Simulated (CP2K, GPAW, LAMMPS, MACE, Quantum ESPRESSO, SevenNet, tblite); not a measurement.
## CP2K runs on amorphous Ge (66 atoms)

How do the settings of CP2K change the result for amorphous Ge (66 atoms)? A plane-wave run serves as the yardstick.

Main program and level: CP2K 2026.2; the method is named at each step.

**1. The structure**

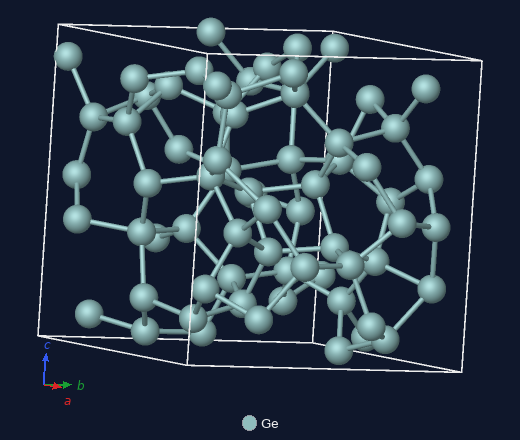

The cell as given, slightly off an axis (germanium teal). Some periodic images of atoms are drawn too.

The cell holds 66 atoms: 66 Ge. Cell: a = 11.531 Å, b = 11.531 Å, c = 11.531 Å, α = 90.0°, β = 90.0°, γ = 90.0°. 66 atoms (66 Ge) placed at random at 5.19 g/cm³, melted at 3500 K for 10 ps at fixed volume with the Tersoff potential (Tersoff, Phys. Rev. B 39, 5566 (1989)). Quenched from 3500 K to 300 K at 5 K/ps and fixed volume, held 5 ps, then minimised at fixed cell.

The yardstick, on the same geometry:

| Quantity | Value |
| --- | --- |
| method | Kohn-Sham DFT, PBE, SSSP efficiency 1.3.0 pseudopotentials, plane waves (Quantum ESPRESSO 7.5); sssp-pbe-1.3.0-efficiency, cutoffs 45/360 Ry, Γ point |
| r.m.s. force component | 0.2244 eV/Å |
| longest force | 0.7198 eV/Å |
| pressure | 2.938 GPa |
| time | 15 min on 1 thread of Arm Neoverse V1, shared host |
| CPU time | 15 min |

**2. PBE, DZVP-UZH, 350/50 Ry, diagonalisation**

Method: Kohn-Sham DFT, PBE, GTH-PBE pseudopotentials, Gaussian and plane waves, DZVP-MOLOPT (UZH set), diagonalisation.

Input file input.inp:

```
&GLOBAL
  PROJECT cell
  RUN_TYPE ENERGY_FORCE
  PRINT_LEVEL LOW
&END GLOBAL
&FORCE_EVAL
  METHOD QS
  STRESS_TENSOR ANALYTICAL
  &DFT
    BASIS_SET_FILE_NAME BASIS_MOLOPT_UZH
    POTENTIAL_FILE_NAME POTENTIAL_UZH
    &MGRID
      CUTOFF 350
      REL_CUTOFF 50
    &END MGRID
    &QS
      EPS_DEFAULT 1.0E-12
    &END QS
    &SCF
      SCF_GUESS ATOMIC
      EPS_SCF 5.0E-06
      MAX_SCF 200
      ADDED_MOS 29
      &DIAGONALIZATION
        ALGORITHM STANDARD
      &END DIAGONALIZATION
      &SMEAR ON
        METHOD FERMI_DIRAC
        ELECTRONIC_TEMPERATURE [K] 580
      &END SMEAR
      &MIXING
        METHOD BROYDEN_MIXING
        ALPHA 0.15
        NBROYDEN 12
      &END MIXING
      &PRINT
        &RESTART OFF
        &END RESTART
      &END PRINT
    &END SCF
    &XC
      &XC_FUNCTIONAL PBE
      &END XC_FUNCTIONAL
    &END XC
    &PRINT
      &MULLIKEN ON
      &END MULLIKEN
      &HIRSHFELD ON
        SHAPE_FUNCTION DENSITY
      &END HIRSHFELD
      &MO ON
        EIGENVALUES T
        OCCUPATION_NUMBERS T
        MO_INDEX_RANGE 121 144
        &EACH
          QS_SCF 0
        &END EACH
        ADD_LAST NUMERIC
      &END MO
    &END PRINT
  &END DFT
  &SUBSYS
    &CELL
      A 11.53150 0.00000 0.00000
      B 0.00000 11.53150 0.00000
      C 0.00000 0.00000 11.53150
    &END CELL
    &TOPOLOGY
      COORD_FILE_NAME structure.xyz
      COORD_FILE_FORMAT XYZ
    &END TOPOLOGY
    &KIND Ge
      BASIS_SET DZVP-MOLOPT-PBE-GTH-q4
      POTENTIAL GTH-PBE-q4
    &END KIND
  &END SUBSYS
  &PRINT
    &FORCES ON
    &END FORCES
    &STRESS_TENSOR ON
    &END STRESS_TENSOR
  &END PRINT
&END FORCE_EVAL
```

Input file structure.xyz:

```xyz
66

Ge 0.69558 5.01574 7.07976
Ge 11.18521 7.18966 7.45638
Ge 0.03909 0.47960 10.35563
Ge 2.56841 4.52081 4.31670
Ge 2.16700 10.46645 11.08558
Ge 6.99362 2.19191 10.51950
Ge 8.19613 5.61849 9.86508
Ge 3.54859 2.10796 4.22676
Ge 4.25708 11.39185 0.60690
Ge 0.44281 11.46992 2.54316
Ge 6.38949 9.77133 9.57311
Ge 5.93100 5.22308 1.86707
Ge 6.56534 4.02034 8.90970
Ge 5.39628 0.38561 10.03656
Ge 8.83959 7.24466 8.13697
Ge 6.55946 2.85762 1.32808
Ge 10.63458 7.04990 3.77161
Ge 3.73252 1.09987 8.30983
Ge 10.71380 3.39015 5.76713
Ge 6.78802 3.07637 6.62819
Ge 0.63089 3.55747 9.02870
Ge 3.39706 8.25379 7.03375
Ge 8.59224 2.16504 2.59366
Ge 6.91971 8.85412 0.30558
Ge 5.76021 5.28754 5.99453
Ge 4.06854 6.64145 10.48432
Ge 0.60909 1.75556 0.90799
Ge 3.34944 8.45674 2.90986
Ge 9.34478 11.24955 2.86950
Ge 4.36052 1.93879 1.87318
Ge 9.01279 2.09550 7.39838
Ge 8.40566 3.47859 4.67810
Ge 10.42678 9.86405 10.34664
Ge 1.40800 9.40198 1.63759
Ge 10.27514 10.75128 5.22342
Ge 5.02808 1.42921 6.15494
Ge 10.53426 3.42785 1.66653
Ge 3.02160 3.13703 9.61335
Ge 11.03311 7.88870 1.56044
Ge 5.35857 9.68185 2.01421
Ge 0.00923 4.66392 3.72963
Ge 1.86683 0.30927 4.50040
Ge 10.26684 4.36421 10.78149
Ge 2.36903 9.35989 5.05414
Ge 9.25357 9.48270 0.94870
Ge 7.15749 7.28802 6.43954
Ge 0.01822 8.61657 5.44102
Ge 0.25646 6.28317 11.40673
Ge 0.16928 1.09411 6.00641
Ge 3.60728 5.97608 2.60335
Ge 3.24773 5.69137 6.56154
Ge 5.69218 9.04427 7.23498
Ge 9.48016 2.08455 9.86370
Ge 0.40533 7.99583 9.64068
Ge 8.66396 9.66017 8.71851
Ge 8.59131 11.24460 6.85513
[... 6 atom lines left out ...]
Ge 2.51168 5.49234 0.49908
Ge 7.23094 9.95607 3.66091
Ge 1.12963 1.11683 8.23326
Ge 6.44184 6.55796 11.41238
```

Run with:

```console
$ OMP_NUM_THREADS=2 cp2k.psmp -i input.inp > output.txt
```

Numbers of over 12 decimals in the logs are rounded to 6 here.

Output:

```text
CP2K| version string:                                       CP2K version 2026.2
 CP2K| Input file name                                                 input.inp
 GLOBAL| Basis set file name                                    BASIS_MOLOPT_UZH
 GLOBAL| Potential file name                                       POTENTIAL_UZH
 GLOBAL| Run type                                                   ENERGY_FORCE
 GLOBAL| Total number of message passing processes                             1
 GLOBAL| Number of threads for this process                                    2
 TOTAL NUMBERS AND MAXIMUM NUMBERS
  Total number of            - Atomic kinds:                                   1
                             - Atoms:                                         66
                             - Shell sets:                                    66
                             - Shells:                                       330
                             - Primitive Cartesian functions:                264
                             - Cartesian basis functions:                    924
                             - Spherical basis functions:                    858
  Maximum angular momentum of the orbital basis functions:                     2
 SCF PARAMETERS         Density guess:                                    ATOMIC
                        max_scf:                                             200
                        eps_scf:                                        5.00E-06
                        added MOs                                        29    0
                        Mixing method:                            BROYDEN_MIXING
                                                charge density mixing in g-space
                        Smear method:                                FERMI_DIRAC
                        Electronic temperature [K]:                        580.0
                        Electronic temperature [a.u.]:                  1.84E-03
                        Accuracy threshold:                             1.00E-10
 Extrapolation method: initial_guess
 Number of electrons:                                                        264
 Number of occupied orbitals:                                                132
 Number of molecular orbitals:                                               161
 Number of orbital functions:                                                858
 Number of independent orbital functions:                                    858
 SCF WAVEFUNCTION OPTIMIZATION
  Step     Update method      Time    Convergence         Total energy    Change
     1 NoMix/Diag. 0.15E+00    3.2     0.40634503      -263.0999728853 -2.63E+02
     2 Broy./Diag. 0.15E+00    4.2     0.03315197      -257.6056895391  5.49E+00
     3 Broy./Diag. 0.15E+00    4.2     0.11673494      -257.8469616403 -2.41E-01
     4 Broy./Diag. 0.15E+00    4.2     0.08478705      -258.6766124941 -8.30E-01
[...]
15 Broy./Diag. 0.15E+00    4.5     0.00001191      -258.7621416458 -3.11E-04
    16 Broy./Diag. 0.15E+00    4.5     0.00000481      -258.7622100723 -6.84E-05
  *** SCF run converged in    16 steps ***
  Electronic density on regular grids:       -264.0000000000        0.0000000000
  Core density on regular grids:              263.9999999990       -0.0000000010
  Total charge density on r-space grids:       -0.0000000010
  Total charge density g-space grids:          -0.0000000010
  Overlap energy of the core charge distribution:               4.4598e-07
  Self energy of the core charge distribution:               -551.199620
  Core Hamiltonian energy:                                    130.175570
  Hartree energy:                                             239.262389
  Exchange-correlation energy:                                -76.995986
  Electronic entropic energy:                                  -0.00456342
  Fermi energy:                                                 0.151631
  Total energy:                                              -258.762210
  Total energy (extrapolated to T->0):                       -258.759928
 MO| EIGENVALUES AND OCCUPATION NUMBERS
 MO|
 MO|  Index      Eigenvalue [a.u.]        Eigenvalue [eV]             Occupation
 MO|    121               0.112490               3.061013               2.000000
 MO|    122               0.116631               3.173695               2.000000
 MO|    123               0.117379               3.194043               2.000000
[...]
MO|    143               0.191621               5.214270               0.000000
 MO|    144               0.194647               5.296612               0.000000
 MO| Sum:                                                             264.000000
 MO| E(Fermi):            0.151631 a.u.          4.126086 eV
 !-----------------------------------------------------------------------------!
                     Mulliken Population Analysis
 #  Atom  Element  Kind  Atomic population                           Net charge
       1     Ge       1          3.951715                              0.048285
       2     Ge       1          3.994300                              0.005700
       3     Ge       1          4.044563                             -0.044563
[...]
65     Ge       1          3.900366                              0.099634
      66     Ge       1          3.984468                              0.015532
 # Total charge                            264.000000                  0.000000
 !-----------------------------------------------------------------------------!
 !-----------------------------------------------------------------------------!
                           Hirshfeld Charges
  #Atom  Element  Kind  Ref Charge     Population                    Net charge
      1       Ge     1       4.000          3.995                         0.005
      2       Ge     1       4.000          4.009                        -0.009
      3       Ge     1       4.000          4.005                        -0.005
[...]
65       Ge     1       4.000          3.971                         0.029
     66       Ge     1       4.000          3.987                         0.013
  Total Charge                                                           -0.000
 !-----------------------------------------------------------------------------!
 ENERGY| Total FORCE_EVAL ( QS ) energy [hartree]           -258.762165
 FORCES| Atomic forces [hartree/bohr]
 FORCES|   Atom     x               y               z               |f|
 FORCES|      1 -4.12718291E-04 -1.30879991E-03  5.60848651E-03   5.77394271E-03
 FORCES|      2 -5.22667934E-03  7.42399383E-04  2.07807003E-03   5.67342126E-03
 FORCES|      3  2.92438339E-03 -5.52778355E-03  7.54424338E-04   6.29901304E-03
[...]
FORCES|     65  5.86333149E-03  7.22812310E-03  5.08574111E-03   1.06060918E-02
 FORCES|     66 -4.87684443E-04 -6.25370596E-03  2.11112990E-03   6.61842458E-03
 FORCES| Sum     6.57728115E-08 -2.68580328E-08  3.57083610E-08
 FORCES| Total atomic force                                       7.95141730E-08
 STRESS| Analytical stress tensor [bar]
 STRESS|                        x                   y                   z
 STRESS|      x        3.54691305573E+04   1.16981224803E+04  -1.73920583516E+03
 STRESS|      y        1.16981224803E+04   3.17801132306E+04  -6.63170800757E+02
 STRESS|      z       -1.73920583516E+03  -6.63170800757E+02   4.56861847283E+04
 STRESS| 1/3 Trace                                             3.76451428388E+04
```

Elapsed: 83 s, on 2 threads of Arm Neoverse V1, shared host; peak memory 2.2 GiB.

Banners, paths, timers and routine set-up lines are dropped from the logs unmarked, and long logs keep their key lines alone; longer cuts are marked.

Against the reference:

```
r.m.s. force component                  : 0.2305 eV/Å
r.m.s. difference of force components   : 29.59 meV/Å
longest difference of force vectors     : 103.1 meV/Å
force difference over r.m.s. force      : 13.19 %
slope of forces against the reference's : 1.019
correlation of force components         : 0.9919
pressure                                : 3.764 GPa
pressure difference                     : 0.8262 GPa
```

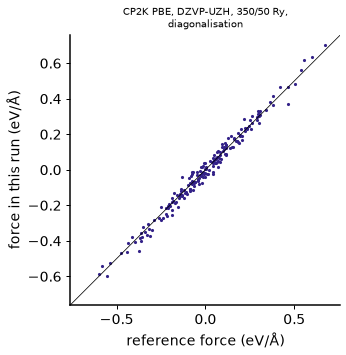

Force components against those of the reference; the line marks equality.

Local excerpt of 9 atoms (numbers count through the whole input) about Ge26, which bears the longest force; x, y, z are measured from there.

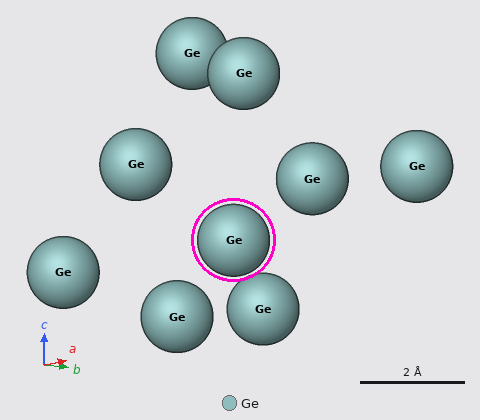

The atoms of the table, within 3.9 Å (arrows a, b, c point along x, y, z); some may hide others; the central atom is ringed.

| atom | x | y | z | distance (Å) | Hirshfeld charge (e) | Fx | Fy | Fz (eV/Å) |
| --- | --- | --- | --- | --- | --- | --- | --- | --- |
| Ge26 | 0.00 | 0.00 | 0.00 | 0.00 | 0.00 | 0.07 | 0.70 | -0.06 |
| Ge60 | 0.23 | -1.68 | -1.70 | 2.40 | -0.01 | 0.04 | 0.31 | -0.54 |
| Ge63 | -1.56 | -1.15 | 1.55 | 2.48 | -0.01 | -0.47 | -0.03 | 0.09 |
| Ge57 | -1.29 | 1.94 | -1.00 | 2.54 | -0.01 | 0.46 | 0.13 | -0.02 |
| Ge66 | 2.37 | -0.08 | 0.93 | 2.55 | 0.01 | -0.03 | -0.32 | 0.11 |
| Ge12 | 1.86 | -1.42 | 2.91 | 3.74 | 0.00 | 0.04 | -0.01 | -0.47 |
| Ge50 | -0.46 | -0.67 | 3.65 | 3.74 | -0.01 | 0.09 | 0.01 | 0.33 |
| Ge38 | -1.05 | -3.50 | -0.87 | 3.76 | -0.02 | -0.38 | -0.53 | 0.24 |
| Ge24 | 2.85 | 2.21 | 1.35 | 3.85 | 0.00 | -0.08 | -0.01 | -0.19 |

Forces lie 13 % from the reference's, at 0.17 times its CPU time (on 2 against 1 cores).

**3. PBE, TZV2P-UZH, 350/50 Ry, diagonalisation**

Method: Kohn-Sham DFT, PBE, GTH-PBE pseudopotentials, Gaussian and plane waves, TZV2P-MOLOPT (UZH set), diagonalisation.

Edit input.inp of step 2 so:

```diff
@@ -72,3 +72,3 @@
     &KIND Ge
-      BASIS_SET DZVP-MOLOPT-PBE-GTH-q4
+      BASIS_SET TZV2P-MOLOPT-PBE-GTH-q4
       POTENTIAL GTH-PBE-q4
```

structure.xyz is that of step 2.

Run with:

```console
$ OMP_NUM_THREADS=1 mpirun -np 4 cp2k.psmp -i input.inp > output.txt
```

Output:

```text
CP2K| version string:                                       CP2K version 2026.2
 CP2K| Input file name                                                 input.inp
 GLOBAL| Basis set file name                                    BASIS_MOLOPT_UZH
 GLOBAL| Potential file name                                       POTENTIAL_UZH
 GLOBAL| Run type                                                   ENERGY_FORCE
 GLOBAL| Total number of message passing processes                             4
 GLOBAL| Number of threads for this process                                    1
 TOTAL NUMBERS AND MAXIMUM NUMBERS
  Total number of            - Atomic kinds:                                   1
                             - Atoms:                                         66
[... lines left out ...]
                        Smear method:                                FERMI_DIRAC
[... lines left out ...]
 Number of electrons:                                                        264
[... lines left out ...]
  Step     Update method      Time    Convergence         Total energy    Change
[... lines left out ...]
  *** SCF run converged in    17 steps ***
[... lines left out ...]
  Fermi energy:                                                 0.150477
  Total energy:                                              -258.957832
  Total energy (extrapolated to T->0):                       -258.955559
[... lines left out ...]
 MO| E(Fermi):            0.150477 a.u.          4.094696 eV
[... lines left out ...]
 !-----------------------------------------------------------------------------!
 !-----------------------------------------------------------------------------!
                           Hirshfeld Charges
  #Atom  Element  Kind  Ref Charge     Population                    Net charge
      1       Ge     1       4.000          3.994                         0.006
      2       Ge     1       4.000          4.010                        -0.010
      3       Ge     1       4.000          4.006                        -0.006
[...]
65       Ge     1       4.000          3.970                         0.030
     66       Ge     1       4.000          3.987                         0.013
  Total Charge                                                           -0.000
 !-----------------------------------------------------------------------------!
 ENERGY| Total FORCE_EVAL ( QS ) energy [hartree]           -258.957744
 FORCES| Atomic forces [hartree/bohr]
 FORCES|   Atom     x               y               z               |f|
 FORCES|      1  3.54406152E-04 -1.28885621E-03  4.14671298E-03   4.35683172E-03
 FORCES|      2 -5.10748175E-03  9.82728688E-04  1.73928101E-03   5.48427059E-03
 FORCES|      3  3.40739738E-03 -4.87536608E-03  1.04027759E-03   6.03835480E-03
[...]
FORCES|     65  6.01558421E-03  8.40776681E-03  5.59975778E-03   1.17573417E-02
 FORCES|     66 -1.13921170E-03 -6.80061865E-03  1.38769297E-03   7.03362702E-03
 FORCES| Sum     2.50823685E-07 -2.95612660E-07 -1.08777303E-07
 FORCES| Total atomic force                                       4.02656016E-07
 STRESS| Analytical stress tensor [bar]
 STRESS|                        x                   y                   z
 STRESS|      x        3.37396440050E+04   1.15394310314E+04  -1.68420174172E+03
 STRESS|      y        1.15394310314E+04   3.07162190975E+04  -7.35044750618E+02
 STRESS|      z       -1.68420174172E+03  -7.35044750618E+02   4.38438346470E+04
 STRESS| 1/3 Trace                                             3.60998992498E+04
```

Elapsed: 1.9 min, on 4 MPI ranks; peak memory 5 GiB.

Compared with the plane-wave run:

| Property | Result |
| --- | --- |
| r.m.s. force component | 0.2298 eV/Å |
| r.m.s. difference of force components | 14.51 meV/Å |
| longest difference of force vectors | 49.7 meV/Å |
| force difference over r.m.s. force | 6.465 % |
| slope of forces against the reference's | 1.022 |
| correlation of force components | 0.9982 |
| pressure | 3.61 GPa |
| pressure difference | 0.6717 GPa |

Against the first run (13 %), the force difference from the reference is 6.5 %, at 3.1 times the CPU time (on 4 against 2 cores), with 1914 basis functions against 858: the larger basis brings the forces nearer.

(Continued in part 2 of 3.)

[Also dropped from logs without a mark: logging warnings of Python, and SIESTA's first energy breakdown and zero terms.]

[Logs are printed without paths, hosts, clocks, repeated set-up lines and the standing remarks that a program may print on its own settings, such as how far it seeks lower states.]

[Hosts, paths, dates, database ids (printed as entryN), source tags and the programs' standing remarks are cut or masked in the printed files.]
